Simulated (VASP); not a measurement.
# ZrSi2W: structure and properties in VASP, part 2 of 6

Aim: relax ZrSi2W, then compute properties on the relaxed cell. The cell is invented: it takes the structure of a Materials Project entry for ZrWC2 (space group 166 there), with some of its atoms replaced by other elements, volume scaled by an estimate. It may not be a known or stable phase.

VASP 6.6.1, plane waves and PAW; the level of theory is named at each step.

Still holding for the runs below: The k-mesh is coarse for a metal.

So far. Step 2 (Rough relaxation of the start cell): It ends with a largest force of 0.013 eV/Å and a pressure of 0.01 GPa.

### Step 3. Relaxing cell and atoms (PBEsol + D3)

Level of this step: PBEsol with D3; plane waves and PAW (W, Zr_sv, Si); invented cell (VASP).

Properties are meant for the cell that this level of theory prefers, so cell and atoms are relaxed first (ISIF = 3) until forces and stress are small; EDIFFG sets the threshold.

Input file INCAR:

```
SYSTEM = ZrSi2W
PREC = Accurate
ENCUT = 400
EDIFF = 1E-06
NELM = 100
ISMEAR = -1
SIGMA = 0.05
LREAL = .FALSE.
ALGO = Normal
GGA = PS
IVDW = 11
NBANDS = 19
LORBIT = 11
LWAVE = .FALSE.
LCHARG = .FALSE.
KPAR = 2
IBRION = 2
NSW = 60
ISIF = 3
EDIFFG = -0.01
```

Input file POSCAR:

```
ZrSi2W
1.0
    1.8127429710      1.0465874517      5.8749781447
   -1.8127429710      1.0465874517      5.8749781447
    0.0000000000     -2.0931760151      5.8749781533
W Zr Si
1 1 2
Direct
    0.5000000000      0.5000000000      0.5000000000
    0.0000000000      0.0000000000      0.0000000000
    0.2426550129      0.2426550129      0.2426550130
    0.7573449871      0.7573449871      0.7573449870
```

Input file KPOINTS:

```
Automatic mesh
0
Gamma
7 7 7
0 0 0
```

PAW data sets: W, Zr_sv and Si (PBE family, release 64).

Started as:

```
mpirun -np 2 vasp_std
```

Log:

```text
[banner, memory and clock lines left out]
running    2 mpi-ranks, on    1 nodes
 distrk:  each k-point on    1 cores,    2 groups
 distr:  one band on    1 cores,    1 groups

 POSCAR found type information on POSCAR W ZrSi
 POSCAR found :  3 types and       4 ions
 [... a notice as in an earlier step ...]

 LDA part: xc-table for (Slater+PW92), standard interpolation
 POSCAR, INCAR and KPOINTS ok, starting setup
 FFT: planning ... GRIDC
 FFT: planning ... GRID_SOFT
 FFT: planning ... GRID
 WAVECAR not read
 entering main loop
       N       E                     dE             d eps       ncg     rms          rms(c)
DAV:   1     0.113422162868E+03    0.11342E+03   -0.10943E+04  1672   0.104E+03
DAV:   2    -0.298736164535E+02   -0.14330E+03   -0.14014E+03  2056   0.273E+02
DAV:   3    -0.373069714967E+02   -0.74334E+01   -0.72878E+01  2951   0.514E+01
DAV:   4    -0.374416482984E+02   -0.13468E+00   -0.13380E+00  2247   0.636E+00
DAV:   5    -0.374446135263E+02   -0.29652E-02   -0.29603E-02  2670   0.864E-01    0.283E+01
DAV:   6    -0.352961355676E+02    0.21485E+01   -0.96630E+00  2183   0.149E+01    0.979E+00
DAV:   7    -0.353709369065E+02   -0.74801E-01   -0.47820E+00  2369   0.917E+00    0.650E+00
DAV:   8    -0.350702490338E+02    0.30069E+00   -0.17283E+00  2284   0.537E+00    0.260E+00
DAV:   9    -0.350666338043E+02    0.36152E-02   -0.59387E-02  2030   0.160E+00    0.471E-01
DAV:  10    -0.350666225625E+02    0.11242E-04   -0.21277E-03  2375   0.278E-01    0.280E-01
DAV:  11    -0.350665809926E+02    0.41570E-04   -0.43216E-04  2321   0.107E-01    0.248E-02
DAV:  12    -0.350665782892E+02    0.27033E-05   -0.35036E-05  2253   0.346E-02    0.855E-03
DAV:  13    -0.350665774658E+02    0.82346E-06   -0.36732E-06  1723   0.124E-02
   1 F= -.36204966E+02 E0= -.36198169E+02  d E =-.362050E+02
 curvature:   0.00 expect dE= 0.000E+00 dE for cont linesearch  0.000E+00
 trial: gam= 0.00000 g(F)=  0.101E-02 g(S)=  0.606E-03 ort = 0.000E+00 (trialstep = 0.100E+01)
 search vector abs. value=  0.161E-02
 bond charge predicted
       N       E                     dE             d eps       ncg     rms          rms(c)
DAV:   1    -0.350742317772E+02   -0.76535E-02   -0.88783E-02  1741   0.233E+00    0.543E-01
DAV:   2    -0.350726107223E+02    0.16211E-02   -0.74502E-03  1956   0.652E-01    0.177E-01
DAV:   3    -0.350724090504E+02    0.20167E-03   -0.32314E-03  2543   0.315E-01    0.649E-02
DAV:   4    -0.350722721072E+02    0.13694E-03   -0.10339E-03  2246   0.145E-01    0.461E-02
DAV:   5    -0.350722879266E+02   -0.15819E-04   -0.68706E-05  2501   0.444E-02    0.152E-02
DAV:   6    -0.350722954975E+02   -0.75709E-05   -0.26982E-05  2634   0.288E-02    0.161E-02
DAV:   7    -0.350722964741E+02   -0.97665E-06   -0.36323E-06  2227   0.114E-02
   2 F= -.36205805E+02 E0= -.36198837E+02  d E =-.839326E-03
[...]
3 F= -.36205808E+02 E0= -.36198830E+02  d E =-.841744E-03
[...]
4 F= -.36206190E+02 E0= -.36199037E+02  d E =-.382625E-03
[...]
5 F= -.36206212E+02 E0= -.36199090E+02  d E =-.403916E-03
[...]
6 F= -.36206211E+02 E0= -.36199092E+02  d E =-.403615E-03
[...]
7 F= -.36206264E+02 E0= -.36199100E+02  d E =-.524461E-04
 trial-energy change:   -0.000052  1 .order   -0.000053   -0.000065   -0.000040
 step:   2.1618(harm=  2.1618)  dis= 0.00006  next Energy=   -36.206296 (dE=-0.842E-04)
 bond charge predicted
       N       E                     dE             d eps       ncg     rms          rms(c)
DAV:   1    -0.350710978898E+02   -0.34434E-03   -0.11524E-02  1672   0.817E-01    0.677E-02
DAV:   2    -0.350710127335E+02    0.85156E-04   -0.29512E-04  1987   0.115E-01    0.357E-02
DAV:   3    -0.350709840296E+02    0.28704E-04   -0.11732E-04  2106   0.666E-02    0.151E-02
DAV:   4    -0.350709798438E+02    0.41859E-05   -0.29719E-05  2221   0.262E-02    0.674E-03
DAV:   5    -0.350709796543E+02    0.18950E-06   -0.16409E-06  1343   0.852E-03
   8 F= -.36206290E+02 E0= -.36199052E+02  d E =-.790402E-04
 curvature:  -1.28 expect dE=-0.173E-04 dE for cont linesearch -0.146E-06
 trial: gam= 0.26143 g(F)=  0.114E-06 g(S)=  0.134E-04 ort =-0.324E-05 (trialstep = 0.110E+01)
 search vector abs. value=  0.181E-04
 reached required accuracy - stopping structural energy minimisation
```

It took 4.9 min on 2 MPI ranks of AMD EPYC 7R43, shared host; peak memory 0.52 GiB; 9.8 min of CPU time.

OUTCAR, selected parts (step 3):

```text
  LATTYP: Found a trigonal (rhomboedric) cell.
 ALAT       =     6.2367259499
 COS(alpha) =     0.8310379285

The static configuration has the point symmetry D_3d.

 Found     44 irreducible k-points:

   k-points           NKPTS =     44   k-points in BZ     NKDIM =     44   number of bands    NBANDS=     19

   dimension x,y,z NGX =    42 NGY =   42 NGZ =   42
   dimension x,y,z NGXF=    84 NGYF=   84 NGZF=   84

   ENCUT  =  400.0 eV  29.40 Ry    5.42 a.u.  10.17 10.17 10.17*2*pi/ulx,y,z

   NELECT =      26.0000    total number of electrons

 Edisp (eV)   -1.13551

 E-fermi :   9.0087

 k-point     1 :       0.0000    0.0000    0.0000
  band No.  band energies     occupation
    ...
     10       7.5794      2.00000
     11       7.5794      2.00000
     12       7.9335      2.00000
     13       8.7922      1.97403
     14       8.7922      1.97403
     15      11.0301      0.00000
     16      11.0301      0.00000
     17      11.4566      0.00000
     18      11.4566      0.00000
     19      11.7338      0.00000

 k-point     2 :       0.1429    0.0000    0.0000
  band No.  band energies     occupation
    ...
     10       7.0207      2.00000
     11       7.4080      2.00000
     12       7.6618      2.00000
     13       8.1596      2.00000
     14       8.9155      1.73148
     15      10.6366      0.00000
     16      10.7182      0.00000
     17      11.4095      0.00000
     18      11.6531      0.00000
     19      12.1999      0.00000

 Edisp (eV)   -1.13531

  Total      -0.01951    -0.01951    -0.01871     0.00000     0.00000     0.00000
  in kB      -0.46611    -0.46611    -0.44700     0.00000     0.00000     0.00000
  external pressure =       -0.46 kB  Pullay stress =        0.00 kB

  energy-cutoff  :      400.00
  volume of cell :       67.05
      direct lattice vectors                 reciprocal lattice vectors
     1.818259166  1.049772230  5.854188980     0.274988302  0.158764543  0.056939295
    -1.818259166  1.049772230  5.854188980    -0.274988302  0.158764543  0.056939295
     0.000000000 -2.099545571  5.854188988     0.000000000 -0.317529085  0.056939265

 POSITION                                       TOTAL-FORCE (eV/Angst)
 -----------------------------------------------------------------------------------
      0.00000     -0.00000      8.78128         0.000000      0.000000      0.000000
      0.00000     -0.00000      0.00000        -0.000000      0.000000     -0.000000
      0.00000     -0.00000      4.25265         0.000000     -0.000000      0.001089
      0.00000     -0.00000     13.30992         0.000000      0.000000     -0.001089
 -----------------------------------------------------------------------------------
    total drift:                                0.000000      0.000000     -0.000000

  FREE ENERGIE OF THE ION-ELECTRON SYSTEM (eV)
  ---------------------------------------------------
  free  energy   TOTEN  =       -36.2062903636 eV

  energy  without entropy=      -36.1918129207  energy(sigma->0) =      -36.19905164

 total charge
# of ion       s       p       d       tot
------------------------------------------
    1        0.588   0.565   4.330   5.483
    2        2.154   5.980   1.771   9.904
    3        0.789   0.986   0.000   1.775
    4        0.789   0.986   0.000   1.775
--------------------------------------------------
tot          4.319   8.517   6.101  18.937

[... 2 parts as in an earlier step ...]

[... 7 further parts left out ...]
```

CONTCAR:

```
ZrSi2W
   1.00000000000000
     1.8182591658406440    1.0497722300587971    5.8541889799056852
    -1.8182591658406440    1.0497722300587971    5.8541889799056852
     0.0000000000000000   -2.0995455714005744    5.8541889877971824
  W               Zr              Si
     1     1     2
Direct
     0.5000000000000000    0.5000000000000000    0.5000000000000000
     0.0000000000000000    0.0000000000000000    0.0000000000000000
     0.2421426577355457    0.2421426577355457    0.2421426578357459
     0.7578573422644543    0.7578573422644543    0.7578573421642540
```

The steps of the relaxation:

| step | energy less that of the first step (eV) | largest force (eV/Å) | pressure (GPa) | volume (Å³) |
| --- | --- | --- | --- | --- |
| 1 | 0.0000 | 0.1021 | 0.26 | 66.88 |
| 2 | -0.0008 | 0.0491 | -0.33 | 67.14 |
| 3 | -0.0008 | 0.0456 | -0.35 | 67.15 |
| 4 | -0.0012 | 0.0259 | 0.11 | 66.99 |
| 5 | -0.0012 | 0.0124 | 0.04 | 67.02 |
| 6 | -0.0012 | 0.0103 | 0.02 | 67.03 |
| 7 | -0.0013 | 0.0074 | -0.01 | 67.03 |
| 8 | -0.0013 | 0.0011 | -0.05 | 67.05 |

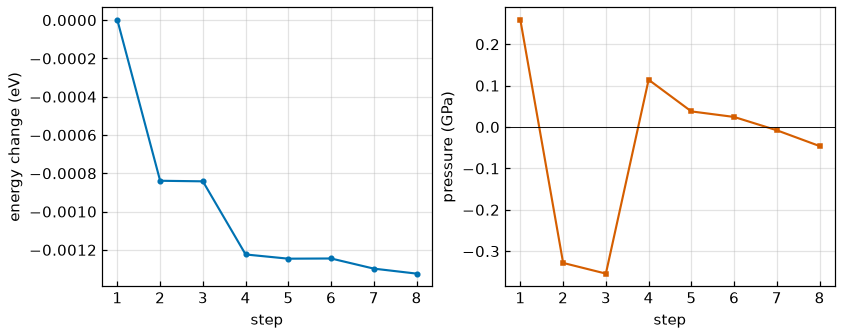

Energy and pressure along the relaxation.

| conventional cell, symmetrised | before | after | change |
| --- | --- | --- | --- |
| a (Å) | 3.625 | 3.637 | +0.3 % |
| b (Å) | 3.625 | 3.637 | +0.3 % |
| c (Å) | 17.625 | 17.563 | -0.4 % |
| volume (Å³/atom) | 16.72 | 16.76 | +0.3 % |

Final coordinates:

```cif
data_structure
_symmetry_space_group_name_H-M 'P 1'
_symmetry_Int_Tables_number 1
_cell_length_a 6.2193
_cell_length_b 6.2193
_cell_length_c 6.2193
_cell_angle_alpha 33.998
_cell_angle_beta 33.998
_cell_angle_gamma 33.998
_cell_volume 67.05
loop_
_atom_site_label
_atom_site_type_symbol
_atom_site_fract_x
_atom_site_fract_y
_atom_site_fract_z
_atom_site_occupancy
W1 W 0.50000 0.50000 0.50000 1
Zr2 Zr 0.00000 0.00000 0.00000 1
Si3 Si 0.24214 0.24214 0.24214 1
Si4 Si 0.75786 0.75786 0.75786 1
```

Numbers from this step:

| Item | Value |
| --- | --- |
| irreducible k-points | 44 |
| free energy (TOTEN) | -36.21 eV |
| energy at zero smearing | -36.20 eV |
| Fermi energy | 9.009 eV |
| pressure | -0.04597 GPa |
| SCF cycles over all ionic steps | 48 |

It ends with a largest force of 0.001 eV/Å and a pressure of -0.05 GPa.

### Step 4. Density, ELF and potential (PBEsol + D3)

The relaxed cell gets a fresh self-consistent run, on a basis set for its own volume, to fix the density and to check the remaining stress.

Changes to INCAR since step 3:

```diff
@@ -14,7 +14,5 @@
 LWAVE = .FALSE.
-LCHARG = .FALSE.
-KPAR = 2
-IBRION = 2
-NSW = 60
-ISIF = 3
-EDIFFG = -0.01
+LCHARG = .TRUE.
+ISIF = 2
+LELF = .TRUE.
+LVHAR = .TRUE.
```

Input file POSCAR:

```
ZrSi2W
1.0
    1.8182591658      1.0497722301      5.8541889799
   -1.8182591658      1.0497722301      5.8541889799
    0.0000000000     -2.0995455714      5.8541889878
W Zr Si
1 1 2
Direct
    0.5000000000      0.5000000000      0.5000000000
    0.0000000000      0.0000000000      0.0000000000
    0.2421426577      0.2421426577      0.2421426578
    0.7578573423      0.7578573423      0.7578573422
```

KPOINTS is that of step 3.

Started as:

```
mpirun -np 2 vasp_std
```

Log:

```text
[banner, memory and clock lines left out]
running    2 mpi-ranks, on    1 nodes
 distrk:  each k-point on    2 cores,    1 groups
 distr:  one band on    1 cores,    2 groups

 POSCAR found type information on POSCAR W ZrSi
 POSCAR found :  3 types and       4 ions
 [... a notice as in an earlier step ...]

 LDA part: xc-table for (Slater+PW92), standard interpolation
|                                                                             |
|           W    W    AA    RRRRR   N    N  II  N    N   GGGG   !!!           |
|           W    W   A  A   R    R  NN   N  II  NN   N  G    G  !!!           |
|           W    W  A    A  R    R  N N  N  II  N N  N  G       !!!           |
|           W WW W  AAAAAA  RRRRR   N  N N  II  N  N N  G  GGG   !            |
|           WW  WW  A    A  R   R   N   NN  II  N   NN  G    G                |
|           W    W  A    A  R    R  N    N  II  N    N   GGGG   !!!           |
|                                                                             |
|     The number of bands has been changed from the values supplied in        |
|     The orbitals not found in the WAVECAR file will be initialized with     |
|     random numbers, which is usually adequate. For correlated               |
|     calculations, however, you should redo the groundstate calculation.     |
|     I found NBANDS = 19. Now, NBANDS = 20.                                  |
|                                                                             |

 POSCAR, INCAR and KPOINTS ok, starting setup
 FFT: planning ... GRIDC
 FFT: planning ... GRID_SOFT
 FFT: planning ... GRID
 WAVECAR not read
 entering main loop
       N       E                     dE             d eps       ncg     rms          rms(c)
DAV:   1     0.110713934383E+03    0.11071E+03   -0.10846E+04  1760   0.987E+02
DAV:   2    -0.301257002125E+02   -0.14084E+03   -0.13684E+03  2140   0.263E+02
DAV:   3    -0.372848294166E+02   -0.71591E+01   -0.70086E+01  2920   0.488E+01
DAV:   4    -0.374378930091E+02   -0.15306E+00   -0.15239E+00  2356   0.670E+00
DAV:   5    -0.374420246908E+02   -0.41317E-02   -0.41305E-02  2596   0.997E-01    0.281E+01
DAV:   6    -0.352865057176E+02    0.21555E+01   -0.88342E+00  2228   0.140E+01    0.972E+00
DAV:   7    -0.353492464961E+02   -0.62741E-01   -0.39484E+00  2500   0.833E+00    0.637E+00
DAV:   8    -0.350753376144E+02    0.27391E+00   -0.14918E+00  2368   0.491E+00    0.262E+00
DAV:   9    -0.350711553390E+02    0.41823E-02   -0.53526E-02  2064   0.149E+00    0.469E-01
DAV:  10    -0.350711247083E+02    0.30631E-04   -0.14837E-03  2512   0.238E-01    0.272E-01
DAV:  11    -0.350710873808E+02    0.37328E-04   -0.33317E-04  2480   0.903E-02    0.172E-02
DAV:  12    -0.350710842577E+02    0.31231E-05   -0.29422E-05  2280   0.316E-02    0.731E-03
DAV:  13    -0.350710833624E+02    0.89531E-06   -0.32814E-06  1704   0.110E-02
   1 F= -.36206394E+02 E0= -.36199154E+02  d E =-.144799E-01
```

It took 72 s on 2 MPI ranks; peak memory 0.36 GiB.

From OUTCAR (step 4):

```text
  LATTYP: Found a trigonal (rhomboedric) cell.
 ALAT       =     6.2192939102
 COS(alpha) =     0.8290537819

The static configuration has the point symmetry D_3d.

 Found     44 irreducible k-points:

   k-points           NKPTS =     44   k-points in BZ     NKDIM =     44   number of bands    NBANDS=     20

   ENCUT  =  400.0 eV  29.40 Ry    5.42 a.u.  10.14 10.14 10.14*2*pi/ulx,y,z

   NELECT =      26.0000    total number of electrons

 E-fermi :   9.0087

 k-point     1 :       0.0000    0.0000    0.0000
  band No.  band energies     occupation
    ...
     10       7.5794      2.00000
     11       7.5794      2.00000
     12       7.9336      2.00000
     13       8.7923      1.97397
     14       8.7923      1.97397
     15      11.0302      0.00000
     16      11.0302      0.00000
     17      11.4566      0.00000
     18      11.4566      0.00000
     19      11.7337      0.00000
    ...

 k-point     2 :       0.1429    0.0000    0.0000
  band No.  band energies     occupation
    ...
     10       7.0207      2.00000
     11       7.4080      2.00000
     12       7.6618      2.00000
     13       8.1597      2.00000
     14       8.9156      1.73122
     15      10.6366      0.00000
     16      10.7183      0.00000
     17      11.4096      0.00000
     18      11.6530      0.00000
     19      12.1998      0.00000
    ...

 Edisp (eV)   -1.13531

  Total      -0.01820    -0.01820    -0.01873     0.00000     0.00000     0.00000
  in kB      -0.43481    -0.43481    -0.44747     0.00000     0.00000     0.00000
  external pressure =       -0.44 kB  Pullay stress =        0.00 kB

 POSITION                                       TOTAL-FORCE (eV/Angst)
 -----------------------------------------------------------------------------------
      0.00000     -0.00000      8.78128         0.000000      0.000000      0.000000
      0.00000      0.00000      0.00000         0.000000      0.000000      0.000000
      0.00000     -0.00000      4.25265         0.000000     -0.000000      0.000840
      0.00000     -0.00000     13.30992         0.000000      0.000000     -0.000840
 -----------------------------------------------------------------------------------
    total drift:                               -0.000000     -0.000000     -0.000000

  FREE ENERGIE OF THE ION-ELECTRON SYSTEM (eV)
  ---------------------------------------------------
  free  energy   TOTEN  =       -36.2063940717 eV

  energy  without entropy=      -36.1919141790  energy(sigma->0) =      -36.19915413

 total charge
# of ion       s       p       d       tot
------------------------------------------
    1        0.588   0.565   4.330   5.483
    2        2.154   5.980   1.770   9.904
    3        0.789   0.986   0.000   1.775
    4        0.789   0.986   0.000   1.775
--------------------------------------------------
tot          4.319   8.517   6.101  18.937

[... 3 parts as in an earlier step ...]

[... 7 further parts left out ...]
```

Numbers from this step:

| Item | Value |
| --- | --- |
| SCF cycles | 13 |
| bands | 20 |
| pressure | -0.04390 GPa |

Valence electrons inside each PAW sphere by angular momentum. Sphere charges, by row:

| atom | s (e) | p (e) | d (e) | tot (e) |
| --- | --- | --- | --- | --- |
| W1 | 0.588 | 0.565 | 4.33 | 5.483 |
| Zr2 | 2.154 | 5.98 | 1.77 | 9.904 |
| Si3 | 0.789 | 0.986 | 0 | 1.775 |
| Si4 | 0.789 | 0.986 | 0 | 1.775 |

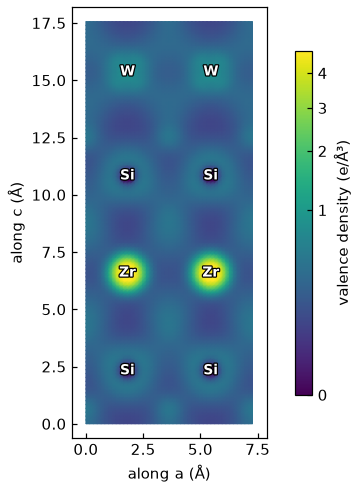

Valence density in the ac plane of the conventional cell at fractional y = 0.000, with atoms of W and Zr and Si within 0.2 Å of it. It is the smooth field of the valence electrons, not physical close to the nuclei. The map starts off the cell's origin, so that atoms lie inside it. The colour scale is stretched toward low values.

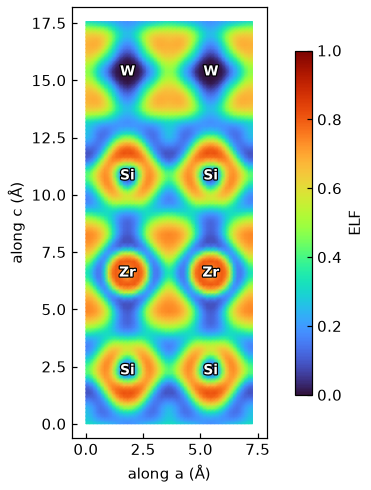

ELF in the ac plane of the conventional cell at fractional y = 0.000, with atoms of W and Zr and Si within 0.2 Å of it. It is the smooth field of the valence electrons, not physical close to the nuclei. The map starts off the cell's origin, so that atoms lie inside it.

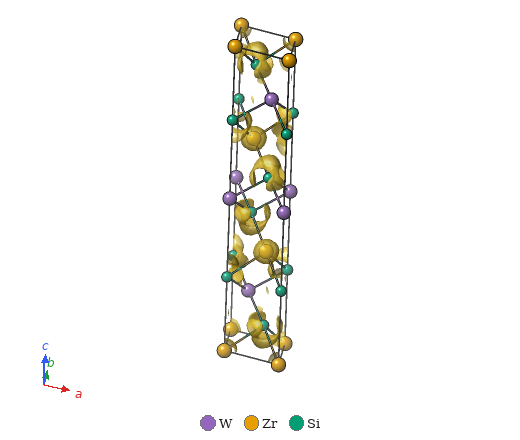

Surface of ELF = 0.73. Bonds to atoms that aren't drawn are left out.

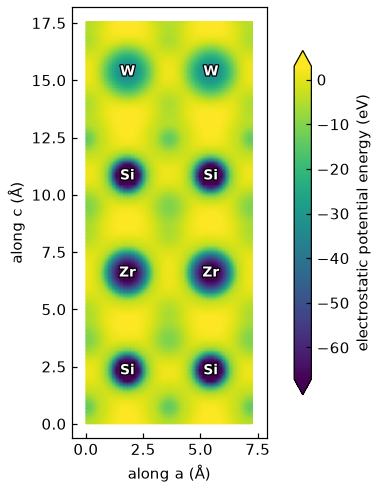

Electrostatic potential energy in the ac plane of the conventional cell at fractional y = 0.000, with atoms of W and Zr and Si within 0.2 Å of it. With pseudopotentials it is smooth inside the atoms' cores, unlike the true potential. The map starts off the cell's origin, so that atoms lie inside it.

In this run the pressure is -0.04 GPa, small enough to go on.

(Continued in part 3 of 6.)

[Lines on the potential files, build, host, timing and source positions are cut from VASP's logs without a mark.]

[Logs are printed without paths, hosts, clocks, repeated set-up lines and the standing remarks that a program may print on its own settings, such as how far it seeks lower states.]

[Hosts, paths, dates, database ids (printed as entryN), source tags and the programs' standing remarks are cut or masked in the printed files.]

[A measured line is paired with the nearest computed mode of its activity, which favours agreement.]

[In band tables of VASP the shares of atoms and orbitals are scaled to a sum of 1 inside the atoms' spheres.]
